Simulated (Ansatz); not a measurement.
# HBr+ (doublet): correlated methods under varied settings

Aim: run HBr+ (doublet) at one geometry under a spread of methods and options, and see what each costs and gives.

Computed with Ansatz 0.2.0, Gaussian basis. Level: the settings change from run to run.

12 further runs of the same task are left out: 5 that didn't finish, 7 set aside as unsound or not needed.

## (1) The geometry

The geometry is a PBE0/def2-TZVP stationary point (not a proven minimum) of the parent state, kept for this charge and spin. No spin-orbit coupling is included. The filled d shell of Br may be among the frozen orbitals whatever the setting's name suggests; the logs give the count.

2 atoms, charge 1, spin multiplicity 2.

Atoms are counted from 1 here; the program's logs count them from 0.

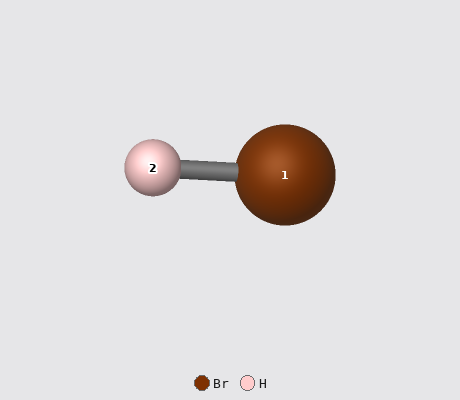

The geometry (bromine brown, hydrogen pink); atoms are numbered from 1 in the order of the file.

## (2) MRCISD+Q(relaxed)(1,2)/cc-pVDZ

Input file in.yaml:

```yaml
crystal:
  periodic: [false, false, false]
  atoms:
    - {symbol: Br, position_ang: [0.000000, 0.000000, 0.000000]}
    - {symbol: H, position_ang: [0.000000, 0.000000, 1.420600]}
basis:
  gaussian: {orbitals: cc-pVDZ}
total_charge: 1
magnetization: {spin_polarized: false, initial_magnetization: 1}
correlation: {method: fic_mrcisd_q_relaxed, electrons: valence, active_space: {window: {electrons: 1, orbitals: 2}}}
```

Started as:

```console
$ ansatz run in.yaml --threads 1 --pin off --events-out ev --progress --plain --max-ram 2393MiB
```

The log of the run:

```text
Functional definition: HF
  name "HF"
  cite "Fock, Z. Phys. 61, 126 (1930) doi:10.1007/BF01340294"
  parent pbe
  exchange = exact_x
  correlation = 0
361 factors; integrals over basis functions are off by at most 8.0e-4 eV
mean field evaluation 1: about -70002.9757 eV, gradient 9.2e0 eV
mean field evaluation 2: about -70002.9773 eV, gradient 9.2e0 eV
mean field evaluation 4: about -70003.2557 eV, gradient 6.2e-1 eV
mean field evaluation 8: about -70003.2579 eV, gradient 2.3e-6 eV
mean field evaluation 16: about -70003.2579 eV, gradient 2.7e-4 eV
mean field -70003.25790252 eV, -2572.5722780053 hartree, gradient 1.8e-6 eV, S^2 0.750000; 2 other end points of the search recorded, 0 dependent functions left out
reference -70003.25790252 eV, -2572.5722780053 hartree; 18, 17 occupied and 14, 15 virtual orbitals, 361 factors
state -70003.25790252 eV, -2572.5722780053 hartree
contracted CI cycle   1: correlation 0.00000000 eV, 0.0000000000 hartree, residual 1.61e1 eV
contracted CI cycle   2: correlation -3.42504364 eV, -0.1258680322 hartree, residual 2.20e0 eV
contracted CI cycle   3: correlation -3.49859793 eV, -0.1285711024 hartree, residual 6.33e-1 eV
contracted CI cycle   4: correlation -3.50403187 eV, -0.1287707961 hartree, residual 1.54e-1 eV
contracted CI cycle   5: correlation -3.50438381 eV, -0.1287837295 hartree, residual 3.58e-2 eV
contracted CI cycle   6: correlation -3.50440446 eV, -0.1287844884 hartree, residual 7.36e-3 eV
contracted CI cycle   7: correlation -3.50440534 eV, -0.1287845209 hartree, residual 2.02e-3 eV
state -70003.25790252 eV, -2572.5722780053 hartree; corrected -70006.96714076 eV, -2572.7085899963 hartree
WARN: 1 active orbitals are nearly empty or full. The corrections depend on them more than the energy does, and are more stable in an active space without them
Total energy: -70006.96714076 eV, -2572.7085899963 hartree
```

It took 1.2 s on 1 thread of Arm Neoverse V1, shared host.

From the report: 1 determinant; active occupations 1.00, 0.00. The report marks this result as in doubt.

## (3) NEVPT2(5,6)/def2-SVPD

Input file in.yaml:

```yaml
crystal:
  periodic: [false, false, false]
  atoms:
    - {symbol: Br, position_ang: [0.000000, 0.000000, 0.000000]}
    - {symbol: H, position_ang: [0.000000, 0.000000, 1.420600]}
basis:
  gaussian: {orbitals: def2-SVPD, point_charges: [{charge: 1.00, position_ang: [4.299, -0.200, -0.264]}]}
total_charge: 1
magnetization: {spin_polarized: false, initial_magnetization: 1}
correlation: {method: sc_nevpt2, electrons: outside_noble_gas, active_space: {window: {electrons: 5, orbitals: 6}}}
scf: {lower_state_search: off}
```

Same command.

The log of the run, cut to the lines that bear on the results:

```text
Functional definition: HF
  name "HF"
  cite "Fock, Z. Phys. 61, 126 (1930) doi:10.1007/BF01340294"
  parent pbe
[...]
474 factors; integrals over basis functions are off by at most 1.3e-3 eV
[...]
mean field -69992.41075789 eV, -2572.1736527926 hartree, gradient 4.0e-6 eV, S^2 0.750000; 0 other end points of the search recorded, 0 dependent functions left out
reference -69992.41075789 eV, -2572.1736527926 hartree; 18, 17 occupied and 31, 32 virtual orbitals, 474 factors
state -69993.49266557 eV, -2572.2134121664 hartree
state -69993.49266557 eV, -2572.2134121664 hartree; corrected -69995.62794737 eV, -2572.2918823252 hartree
Total energy: -69995.62794737 eV, -2572.2918823252 hartree
Checks for a lower state left out: stability, starts, cluster_reference, orbital_swaps, neighbouring_geometries, increment
```

It took 1.3 s on 1 thread of Arm Neoverse V1, shared host.

From the report: 300 determinants; active occupations 1.98, 1.97, 1.00, 0.03, 0.01, 0.01.

## (4) BCCD(T) on ROHF/cc-pVDZ

Input file in.yaml:

```yaml
crystal:
  periodic: [false, false, false]
  atoms:
    - {symbol: Br, position_ang: [0.000000, 0.000000, 0.000000]}
    - {symbol: H, position_ang: [0.000000, 0.000000, 1.420600]}
basis:
  gaussian: {orbitals: cc-pVDZ}
total_charge: 1
magnetization: {spin_polarized: false, initial_magnetization: 1}
correlation: {method: bccd_t, electrons: outside_noble_gas}
scf: {lower_state_search: off}
```

Launched as before.

The log of the run, cut to the lines that bear on the results:

```text
Functional definition: HF
  name "HF"
  cite "Fock, Z. Phys. 61, 126 (1930) doi:10.1007/BF01340294"
  parent pbe
[...]
361 factors; integrals over basis functions are off by at most 8.0e-4 eV
[...]
mean field -70003.25790252 eV, -2572.5722780053 hartree, gradient 1.8e-6 eV, S^2 0.750000; 0 other end points of the search recorded, 0 dependent functions left out
14 core orbitals not correlated: weight in the atoms' cores, before any rotation towards them, 1.000 or more for the frozen orbitals, at most 0.000 for the correlated occupied ones
reference -70003.25790252 eV, -2572.5722780053 hartree; 4, 3 occupied and 14, 15 virtual orbitals, 361 factors
second order -2.75599678 eV of doubles, -0.07094316 eV of singles
cycle   1  -3.20816910 eV  change   -3.8e-1 eV  update   3.8e-2
[...]
cycle   9  -3.31428138 eV  change   -1.0e-6 eV  update   4.4e-6
perturbative correction -0.04958235 eV, -0.0018221178 hartree
Total energy: -70006.62176626 eV, -2572.6958977174 hartree
Checks for a lower state left out: stability, starts, cluster_reference, orbital_swaps, neighbouring_geometries, increment
```

It took 0.6 s on 1 thread of Arm Neoverse V1, shared host.

From the report: correlation -3.3639 eV; largest double amplitude 0.07.

## (5) MRCISD+Q(relaxed)(3,4)/cc-pVDZ

Edit in.yaml of step 4 so:

```diff
@@ -9,3 +9,3 @@
 magnetization: {spin_polarized: false, initial_magnetization: 1}
-correlation: {method: bccd_t, electrons: outside_noble_gas}
-scf: {lower_state_search: off}
+correlation: {method: fic_mrcisd_q_relaxed, electrons: outside_noble_gas, active_space: {window: {electrons: 3, orbitals: 4}}}
+accuracy: high
```

The command is unchanged.

The log of the run, cut to the lines that bear on the results:

```text
Functional definition: HF
  name "HF"
  cite "Fock, Z. Phys. 61, 126 (1930) doi:10.1007/BF01340294"
  parent pbe
[...]
560 factors; integrals over basis functions are off by at most 4.6e-9 eV
[...]
mean field -70003.25792918 eV, -2572.5722789848 hartree, gradient 3.9e-8 eV, S^2 0.750000; 2 other end points of the search recorded, 0 dependent functions left out
reference -70003.25792918 eV, -2572.5722789848 hartree; 18, 17 occupied and 14, 15 virtual orbitals, 560 factors
state -70003.86911059 eV, -2572.5947394876 hartree
contracted CI cycle   1: correlation 0.00000000 eV, 0.0000000000 hartree, residual 1.28e1 eV
contracted CI cycle   2: correlation -2.59104772 eV, -0.0952192475 hartree, residual 2.09e0 eV
contracted CI cycle   3: correlation -2.65807416 eV, -0.0976824235 hartree, residual 5.66e-1 eV
[...]
contracted CI cycle   6: correlation -2.83234329 eV, -0.1040866962 hartree, residual 1.84e-2 eV
contracted CI cycle   7: correlation -2.83234996 eV, -0.1040869413 hartree, residual 5.17e-3 eV
contracted CI cycle   8: correlation -2.83235052 eV, -0.1040869619 hartree, residual 1.71e-3 eV
contracted CI cycle   9: correlation -2.83235060 eV, -0.1040869645 hartree, residual 6.58e-4 eV
contracted CI cycle  10: correlation -2.83235061 eV, -0.1040869649 hartree, residual 2.51e-4 eV
contracted CI cycle  11: correlation -2.83235061 eV, -0.1040869650 hartree, residual 7.47e-5 eV
contracted CI cycle  12: correlation -2.83235061 eV, -0.1040869650 hartree, residual 1.97e-5 eV
contracted CI cycle  13: correlation -2.83235061 eV, -0.1040869650 hartree, residual 5.14e-6 eV
state -70003.67283256 eV, -2572.5875264029 hartree; corrected -70006.65388123 eV, -2572.6970779207 hartree
state -70003.86911059 eV, -2572.5947394876 hartree; corrected -70006.65634976 eV, -2572.6971686377 hartree
Total energy: -70006.65634976 eV, -2572.6971686377 hartree
```

Wall time 3.9 s (1 thread of Arm Neoverse V1, shared host).

From the report: 12 determinants; active occupations 1.97, 1.00, 0.03, 0.00.

## (6) CCSDT on UHF/cc-pVTZ-DK

Input file in.yaml:

```yaml
crystal:
  periodic: [false, false, false]
  atoms:
    - {symbol: Br, position_ang: [0.000000, 0.000000, 0.000000]}
    - {symbol: H, position_ang: [0.000000, 0.000000, 1.420600]}
basis:
  gaussian: {orbitals: cc-pVTZ-DK}
total_charge: 1
magnetization: {spin_polarized: true, initial_magnetization: 1}
hamiltonian: {pseudopotentials: {relativity: scalar}}
correlation: {method: ccsdt, electrons: outside_noble_gas, diis_vectors: 1}
output: {forces: true}
```

The command is unchanged.

The log of the run, cut to the lines that bear on the results:

```text
Functional definition: HF
  name "HF"
  cite "Fock, Z. Phys. 61, 126 (1930) doi:10.1007/BF01340294"
  parent pbe
[...]
599 factors; integrals over basis functions are off by at most 2.5e-7 eV
[...]
mean field -70875.97810328 eV, -2604.6441538321 hartree, gradient 3.4e-6 eV, S^2 0.759516; 2 other end points of the search recorded, 0 dependent functions left out
14 core orbitals not correlated: weight in the atoms' cores, before any rotation towards them, 1.000 or more for the frozen orbitals, at most 0.000 for the correlated occupied ones
reference -70875.97810328 eV, -2604.6441538321 hartree; 4, 3 occupied and 39, 40 virtual orbitals, 599 factors
second order -3.74116489 eV of doubles, -0.00000000 eV of singles
cycle   1  -4.18701779 eV  change   -4.5e-1 eV  update   4.9e-2
[...]
cycle  21  -4.47269249 eV  change    2.6e-7 eV  update   4.9e-7
[...]
Total energy: -70880.45079577 eV, -2604.8085222493 hartree
Relativity: scalar
Atom 0 at     0.000000     0.000000     0.000000 Å, force    -0.000000     0.000000    -0.717210 eV/Å
Atom 1 at     0.000000     0.000000     1.420600 Å, force     0.000000    -0.000000     0.717210 eV/Å
Dipole moment:     0.000000     0.000000     0.281285 e Å
```

Run time: 62 s. Hardware: 1 thread of Arm Neoverse V1, shared host; peak memory 0.71 GiB.

From the report: ⟨S²⟩ of the determinant 0.760 (pure doublet: 0.75); correlation -4.4727 eV; T1 0.008; largest double amplitude 0.07.

## (7) The runs in one table

Where basis and cores are those of an earlier FCI/cc-pVDZ run (-70006.6340 eV), and the state is the same kind, the miss against it is given. † marks a result that the program doubts.

```
                                        level         correlated  functions  energy (eV)  from FCI (meV)   time
             MRCISD+Q(relaxed)(1,2)/cc-pVDZ †            valence         32  -70006.9671                  1.2 s
NEVPT2(5,6)/def2-SVPD (beside a point charge)  outside noble gas         49  -69995.6279                  1.3 s
                      BCCD(T) on ROHF/cc-pVDZ  outside noble gas         32  -70006.6218            12.2  0.6 s
               MRCISD+Q(relaxed)(3,4)/cc-pVDZ  outside noble gas         32  -70006.6563           -22.4  3.9 s
     CCSDT on UHF/cc-pVTZ-DK (relativity set)  outside noble gas         57  -70880.4508                   62 s
```

## (8) Outcome

```
quantity                                           value
    runs                                               5
quickest                  BCCD(T) on ROHF/cc-pVDZ, 0.6 s
 slowest  CCSDT on UHF/cc-pVTZ-DK (relativity set), 62 s
```

In words: Total energies in different bases, with other cores or another treatment of relativity can't be set against each other. CCSDT on UHF/cc-pVTZ-DK (relativity set) took 103 times as long as BCCD(T) on ROHF/cc-pVDZ; the jobs differ in more than the method. Among the correlated runs with a miss given, it spans -22 to +12 meV.
